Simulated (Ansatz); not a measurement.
# Geometry relaxation of CH$_{9}$BN$_{2}$ (part 1 of 2)

System: CH$_{9}$BN$_{2}$.
Method: RKS B3LYP/6-31G* (Ansatz 0.2.0).

The input holds or restrains some coordinates. Forces given for the steps count only the free coordinates. It belongs to a series of runs on one base structure; here: pulled along the bonds that form and break, towards end A.

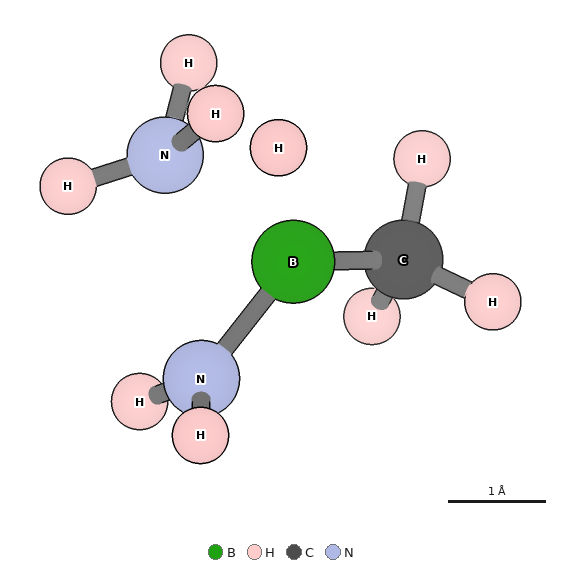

Fig. 1: The input geometry (ball-and-stick view, seen at a tilt). Bond lengths as drawn: B–C 1.60 Å, B–N 1.55 Å, C–H 1.11 Å and H–N 1.06 to 1.30 Å.

Input
```yaml
crystal:
  periodic: [false, false, false]
  atoms:
    - { symbol: B, position_ang: [0.0, 0.0, 0.0] }
    - { symbol: H, position_ang: [0.0, 0.0, 1.54] }
    - { symbol: C, position_ang: [1.3856, 0.0, -0.8] }
    - { symbol: H, position_ang: [1.7152, -1.0462, -0.9702] }
    - { symbol: H, position_ang: [1.2491, 0.508, -1.7774] }
    - { symbol: H, position_ang: [2.1552, 0.5381, -0.2082] }
    - { symbol: "N", position_ang: [-1.3423, 0.0, -0.775] }
    - { symbol: H, position_ang: [-2.0112, -0.8164, -0.6764] }
    - { symbol: H, position_ang: [-1.5914, 0.8164, -1.4036] }
    - { symbol: "N", position_ang: [-0.2314, 1.7403, 0.5833] }
    - { symbol: H, position_ang: [-1.1621, 2.2275, 0.4417] }
    - { symbol: H, position_ang: [0.5667, 2.2503, 1.0593] }
    - { symbol: H, position_ang: [-0.1183, 0.89, 1.5631] }
basis:
  gaussian: { orbitals: "6-31G*" }
hamiltonian:
  xc: b3lyp
relax:
  f_tol: 0.15
  max_steps: 25
  restrain:
    - { distance: [0, 9], at: 2.75, k: 30.0 }
    - { distance: [12, 1], at: 1.86, k: 30.0 }
    - { distance: [0, 1], at: 1.19, k: 30.0 }
    - { distance: [12, 9], at: 1.06, k: 30.0 }
output:
  orbitals: {}
```

Run as:
```bash
ansatz run input.yaml --threads 1 --pin off --max-ram 2048MiB --backend cpu --events-out ev --progress --plain --runs-dir out
```

The program's output
```
The last accepted step is kept in [file] (removed where the run ends without a failure and the disk answers)
Engine: ansatz 0.2.0, x86_64-unknown-linux-gnu
Functional definition: B3LYP
  parameter a0 = 0.2
  parameter ax = 0.72
  parameter ac = 0.81
  exchange = (1 - a0 - ax)*slater_x + ax*b88_x + a0*exact_x
  correlation = (1 - ac)*vwn_rpa_c + ac*lyp_c
960 factors; integrals over basis functions are off by at most 5.6e-4 eV
mean field evaluation 1: about -4824.8737 eV, gradient 7.7e1 eV
mean field evaluation 2: about -4805.9568 eV, gradient 1.2e2 eV
mean field evaluation 4: about -4837.0511 eV, gradient 6.2e0 eV
mean field evaluation 8: about -4837.1581 eV, gradient 1.2e-1 eV
mean field evaluation 16: about -4837.1581 eV, gradient 1.5e-5 eV
mean field -4837.15810222 eV, -177.7622815129 hartree, gradient 1.5e-5 eV, S^2 0.000000; 0 other end points of the search recorded, 0 dependent functions left out
the calculation of the forces begins
reference -4837.15830228 eV, -177.7622888652 hartree; 17, 17 occupied and 61, 61 virtual orbitals, 960 factors
relax step   1: F+E_penalty+E_count = -4837.15810222 eV  Δ(F+E_penalty+E_count) = +0.000e0 eV  max|allowed force component| = 3.974e0 eV/Å  E_restraint = 28.74622101 eV  max|allowed force component, restraints' pulls added| = 3.552e1 eV/Å  Δτ_max = 0.0000 Å  (26 SCF iters, accepted)
  distance B 0 - N 9 = 1.8500 Å
  distance H 12 - H 1 = 0.8981 Å
  distance B 0 - H 1 = 1.5400 Å
  distance H 12 - N 9 = 1.3022 Å
these checks for a lower state are left out or cut short: starts, cluster_reference, orbital_swaps, neighbouring_geometries, increment
960 factors; integrals over basis functions are off by at most 7.0e-4 eV
mean field -4838.10130646 eV, -177.7969436296 hartree, gradient 4.7e-5 eV, S^2 0.000000; 0 other end points of the search recorded, 0 dependent functions left out
[... from here on the field's lines of each further geometry are left out, up to the last ...]
relax step   2: F+E_penalty+E_count = -4838.10130646 eV  Δ(F+E_penalty+E_count) = -9.432e-1 eV  max|allowed force component| = 3.540e0 eV/Å  E_restraint = 13.59486137 eV  max|allowed force component, restraints' pulls added| = 2.327e1 eV/Å  Δτ_max = 0.1948 Å  (30 SCF iters, accepted)
relax step   3: F+E_penalty+E_count = -4838.80428978 eV  Δ(F+E_penalty+E_count) = -7.030e-1 eV  max|allowed force component| = 3.853e0 eV/Å  E_restraint = 3.93468041 eV  max|allowed force component, restraints' pulls added| = 9.542e0 eV/Å  Δτ_max = 0.1949 Å  (28 SCF iters, accepted)
relax step   4: F+E_penalty+E_count = -4839.48399406 eV  Δ(F+E_penalty+E_count) = -6.797e-1 eV  max|allowed force component| = 3.736e0 eV/Å  E_restraint = 0.51418606 eV  max|allowed force component, restraints' pulls added| = 3.267e0 eV/Å  Δτ_max = 0.1947 Å  (28 SCF iters, accepted)
relax step   5: F+E_penalty+E_count = -4840.28270418 eV  Δ(F+E_penalty+E_count) = -7.987e-1 eV  max|allowed force component| = 2.107e0 eV/Å  E_restraint = 0.05696489 eV  max|allowed force component, restraints' pulls added| = 2.104e0 eV/Å  Δτ_max = 0.1947 Å  (27 SCF iters, accepted)
relax step   6: F+E_penalty+E_count = -4840.75659251 eV  Δ(F+E_penalty+E_count) = -4.739e-1 eV  max|allowed force component| = 1.954e0 eV/Å  E_restraint = 0.01861127 eV  max|allowed force component, restraints' pulls added| = 1.163e0 eV/Å  Δτ_max = 0.1947 Å  (28 SCF iters, accepted)
relax step   7: F+E_penalty+E_count = -4841.03103576 eV  Δ(F+E_penalty+E_count) = -2.744e-1 eV  max|allowed force component| = 1.682e0 eV/Å  E_restraint = 0.02041820 eV  max|allowed force component, restraints' pulls added| = 8.898e-1 eV/Å  Δτ_max = 0.2000 Å  (26 SCF iters, accepted)
relax step   8: F+E_penalty+E_count = -4841.21114461 eV  Δ(F+E_penalty+E_count) = -1.801e-1 eV  max|allowed force component| = 1.026e0 eV/Å  E_restraint = 0.03084983 eV  max|allowed force component, restraints' pulls added| = 9.021e-1 eV/Å  Δτ_max = 0.1949 Å  (26 SCF iters, accepted)
relax step   9: F+E_penalty+E_count = -4841.25309422 eV  Δ(F+E_penalty+E_count) = -4.195e-2 eV  max|allowed force component| = 9.737e-1 eV/Å  E_restraint = 0.01269670 eV  max|allowed force component, restraints' pulls added| = 2.336e-1 eV/Å  Δτ_max = 0.2000 Å  (25 SCF iters, accepted)
relax step  10: F+E_penalty+E_count = -4841.26524382 eV  Δ(F+E_penalty+E_count) = -1.215e-2 eV  max|allowed force component| = 8.278e-1 eV/Å  E_restraint = 0.01398924 eV  max|allowed force component, restraints' pulls added| = 2.350e-1 eV/Å  Δτ_max = 0.1334 Å  (26 SCF iters, accepted)
the calculation of the forces begins
reference -4841.26977208 eV, -177.9133825933 hartree; 17, 17 occupied and 61, 61 virtual orbitals, 960 factors
relax step  11: F+E_penalty+E_count = -4841.26956170 eV  Δ(F+E_penalty+E_count) = -4.318e-3 eV  max|allowed force component| = 9.111e-1 eV/Å  E_restraint = 0.01274426 eV  max|allowed force component, restraints' pulls added| = 4.929e-2 eV/Å  Δτ_max = 0.0614 Å  (24 SCF iters, accepted)
  distance B 0 - N 9 = 2.7636 Å
  distance H 12 - H 1 = 1.8671 Å
  distance B 0 - H 1 = 1.1950 Å
  distance H 12 - N 9 = 1.0357 Å
960 factors; integrals over basis functions are off by at most 3.8e-4 eV
mean field evaluation 96: about -4841.2696 eV, gradient 2.5e-4 eV
```

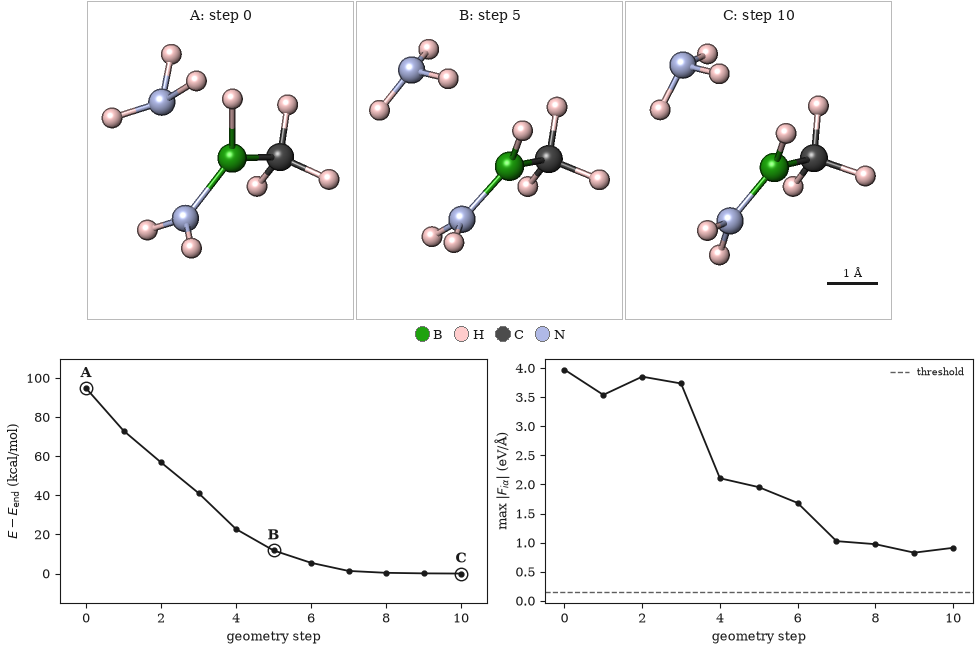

Fig. 2: Frames of the restrained relaxation (ball-and-stick view, seen at a tilt) above the curves, on which the letters mark them (the first geometry is step 0 here and step 1 in the log).

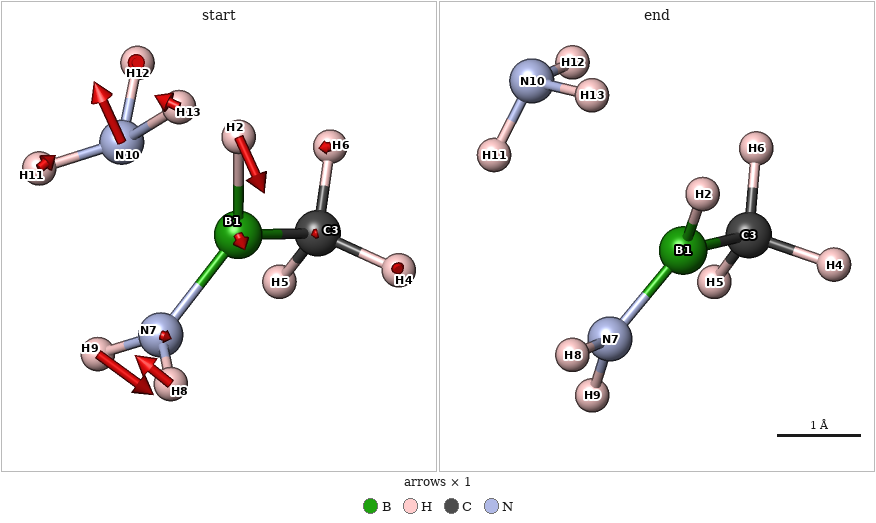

Fig. 3: Before (left) and after (right) the restrained relaxation, at one scale (ball-and-stick view, seen at a tilt). The red arrows give the displacements, at true length. The largest moves after the best rigid fit, 0.85 Å, are those of H9 and N10. Largest moves by element: N 0.85 Å, H 0.85 Å, B 0.22 Å, C 0.09 Å. Distances before and after: B1–H2 1.540 → 1.195 Å, N10–H13 1.302 → 1.036 Å, B1–N7 1.550 → 1.403 Å, N7–H8 1.060 → 1.011 Å. New bonds form: B1–H2 (1.54 → 1.20 Å). Among the angles that change: H12–N10–H13 84.9° → 106.5°, H11–N10–H12 120.0° → 106.7°, H11–N10–H13 118.5° → 105.6°. After 10 geometry steps the energy has fallen by 94.8 kcal/mol. Largest force component: 4 eV/Å at the start, 0.91 eV/Å at the end. (Atoms are counted from 1 in the order of the input.)

```
mean field -4841.26956170 eV, -177.9133748623 hartree, gradient 6.2e-5 eV, S^2 0.000000; 1 other end points of the search recorded, 0 dependent functions left out
the calculation of the forces begins
reference -4841.26977208 eV, -177.9133825933 hartree; 17, 17 occupied and 61, 61 virtual orbitals, 960 factors
Total energy: -4841.26977208 eV, -177.9133825933 hartree
Atom 0 at    -0.069996    -0.190541    -0.085450 Å, force     0.065832    -0.297121    -0.349777 eV/Å
Atom 1 at    -0.122641    -0.552600     1.052193 Å, force    -0.000674    -0.223763     0.084729 eV/Å
Atom 2 at     1.318722     0.048355    -0.802928 Å, force    -0.006654    -0.039959    -0.030092 eV/Å
Atom 3 at     1.797386    -0.928750    -0.967126 Å, force     0.020172     0.000939    -0.012541 eV/Å
Atom 4 at     1.237112     0.535883    -1.783670 Å, force    -0.001761    -0.003034     0.012993 eV/Å
Atom 5 at     2.024261     0.626230    -0.194944 Å, force    -0.009386     0.006455     0.014939 eV/Å
Atom 6 at    -1.280564    -0.149897    -0.792627 Å, force    -0.044652    -0.045512    -0.017563 eV/Å
Atom 7 at    -2.172571    -0.383630    -0.379175 Å, force    -0.001218    -0.017159    -0.011691 eV/Å
Atom 8 at    -1.342841     0.071545    -1.777939 Å, force     0.008789     0.032320     0.006753 eV/Å
Atom 9 at    -0.272409     2.201259     1.284054 Å, force     0.002233    -0.321530     0.487375 eV/Å
Atom 10 at    -0.914757     2.196720     0.495897 Å, force    -0.000110    -0.004215    -0.018904 eV/Å
Atom 11 at     0.649948     2.411103     0.907967 Å, force     0.000853     0.001512    -0.007581 eV/Å
Atom 12 at    -0.236550     1.222323     1.620348 Å, force    -0.033423     0.911067    -0.158640 eV/Å
Dipole moment:    -0.168343    -0.212957    -0.473087 e Å
```

Trajectory as extended XYZ (Å, eV, eV/Å), 11 frames, from step=1 to step=11
```
13
Properties=species:S:1:pos:R:3:forces:R:3 step=1 energy=-4837.15810
B     0.0000    0.0000    0.0000   -2.1189   3.6403  -0.8681
H     0.0000    0.0000    1.5400    0.5220  -3.9738  -1.0119
C     1.3856    0.0000   -0.8000    0.0977  -0.7910   0.9989
H     1.7152   -1.0462   -0.9702    0.2067   0.4513  -0.1478
H     1.2491    0.5080   -1.7774   -0.0653  -0.2327   0.4814
H     2.1552    0.5381   -0.2082   -0.0671  -0.3583  -0.4066
N    -1.3423    0.0000   -0.7750    0.2419  -1.8263   1.2833
H    -2.0112   -0.8164   -0.6764    0.9634   1.7928  -0.6918
H    -1.5914    0.8164   -1.4036    0.3613  -1.6992   1.2699
N    -0.2314    1.7403    0.5833    1.0588   0.8116   1.8613
H    -1.1621    2.2275    0.4417    1.7099  -0.4934   0.5957
H     0.5667    2.2503    1.0593   -1.2575   0.4960  -1.4775
H    -0.1183    0.8900    1.5631   -1.6529   2.1827  -1.8868
13
Properties=species:S:1:pos:R:3:forces:R:3 step=2 energy=-4838.10131
B     0.0019   -0.1145    0.0094   -1.6645   3.0227  -0.0208
H     0.0228   -0.1742    1.4557    0.0589  -2.1818  -2.3825
C     1.3852   -0.0087   -0.7925   -0.2993  -0.3024   0.5133
H     1.7198   -1.0441   -0.9728    0.3567   0.2044  -0.1812
H     1.2473    0.5050   -1.7707   -0.0212  -0.3395   0.5276
H     2.1546    0.5347   -0.2105   -0.0790  -0.3663  -0.2443
N    -1.3373   -0.0154   -0.7626    0.6131  -1.1789   1.0737
H    -2.0082   -0.8061   -0.6828    0.4225   1.3128  -0.3964
H    -1.5849    0.8010   -1.3899    0.5869  -1.8431   1.0170
N    -0.2417    1.8530    0.6508    1.4979  -3.5400   2.7014
H    -1.1618    2.2428    0.4495    0.5454   0.4966   0.8533
H     0.5711    2.2790    1.0596    0.0294   2.3344  -0.7695
H    -0.1537    1.0556    1.5333   -2.0468   2.3813  -2.6916
```
